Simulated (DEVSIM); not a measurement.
System: abrupt Si n-p junction, at 300 K.

| layer (left to right) | material | thickness (μm) | Nd (cm⁻³) | Na (cm⁻³) | τn (s) | τp (s) |
|---|---|---|---|---|---|---|
| 1 | Si | 0.760 | 1.2e17 | - | 0.001 | 0.001 |
| 2 | Si | 42.0 | - | 2.4e13 | 0.001 | 0.001 |

Left contact: ohmic. Right contact: ohmic. Voltage is applied to the left contact. Recombination: SRH at mid-gap, radiative, Auger. Mobility is μmin + (μ − μmin)/(1 + (N/Nref)^α).

This is a model device: material constants are rounded textbook-type values typed into the input, and sizes, dopings and lifetimes were drawn at random. Values at 300 K.

```csv
parameter,Si
gap (eV),1.124
affinity (eV),4.05
permittivity,11.7
Nc (cm⁻³),2.86e19
Nv (cm⁻³),3.1e19
μn (cm²/Vs),1417
μp (cm²/Vs),470
"μn,min",52
"μp,min",45
"Nref,n",9.7e16
"Nref,p",2.2e17
αn,0.68
αp,0.72
B (cm³/s),4.7e-15
Cn (cm⁶/s),2.8e-31
Cp (cm⁶/s),9.9e-32
```

Model (solved in DEVSIM): 1D drift-diffusion, Boltzmann statistics, complete ionisation; no tunnelling, impact ionisation, image-force lowering or self-heating.

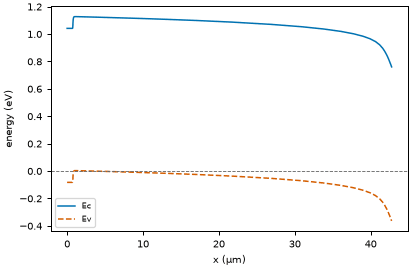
Figure. Band edges at -0.9 V on the left contact

Energies count from the Fermi level of the right contact; mesh points crowd at the junctions.

```
x (μm)   Ec (eV)  Ev (eV)  n (cm⁻³)  p (cm⁻³)  field (V/cm)
-------  -------  -------  --------  --------  ------------
0.000      1.042   -0.082    1.2e17       970           ≈ 0
0.03159    1.042   -0.083    1.2e17    6.4e12           ≈ 0
0.1021     1.042   -0.083    1.2e17    2.1e13           ≈ 0
0.2591     1.042   -0.083    1.2e17    5.2e13           ≈ 0
0.5737     1.041   -0.083    1.2e17    1.2e14           ≈ 0
0.6906     1.042   -0.083    1.2e17    1.4e14            66
0.7431     1.048   -0.076    9.4e16    1.9e14          5300
0.7785     1.089   -0.035    1.9e16    9.8e14          9400
0.8361     1.118   -0.006    6.3e15    2.9e15          2300
0.9717     1.127    0.003    4.3e15    4.2e15            92
1.291      1.127    0.003    4.2e15    4.2e15           -14
2.405      1.125    0.001    4.1e15    4.1e15           -15
4.665      1.122   -0.002    3.9e15    3.9e15           -15
9.985      1.113   -0.011    3.3e15    3.4e15           -18
26.98      1.070   -0.054    1.6e15    1.6e15           -37
36.07      1.019   -0.105    6.6e14    6.8e14           -90
39.93      0.965   -0.159    2.5e14    2.6e14          -240
41.57      0.897   -0.227    9.5e13    7.9e13          -730
42.38      0.815   -0.309    5.4e13    3.1e13         -1300
42.61      0.782   -0.342    3.3e13    2.6e13         -1500
42.71      0.768   -0.356    1.4e13    2.5e13         -1500
42.76      0.760   -0.364   4800000    2.4e13         -1500
```
